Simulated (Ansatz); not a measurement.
# A computed series for ZnS: pressure series

Consider ZnS in the wurtzite structure (space group P6_3mc, No. 186; a = 3.8451 Å, c = 6.3057 Å).

Cell and atoms are relaxed at each pressure.

Levels (all Ansatz, a program for electronic structure, PAW): PBE (420 eV, scalar-relativistic without spin-orbit coupling); r2SCAN (500 eV, no spin-orbit coupling).

The base cell above is that of PBE; each level relaxes its own structures.

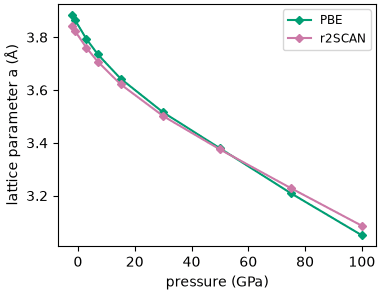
Lattice parameter a under two levels

Q: How do the two levels compare along the series?

A: The two levels differ by at most about 0.044 Å. They put the cases in the same order.

Load acts through the strain it causes; cell and atoms are relaxed under it. Stability against distortions was not tested. Tetrahedral semiconductors of this kind turn to denser phases somewhere between about 1 and 50 GPa; those were not computed, so compressed cells here can lie past the real transition.
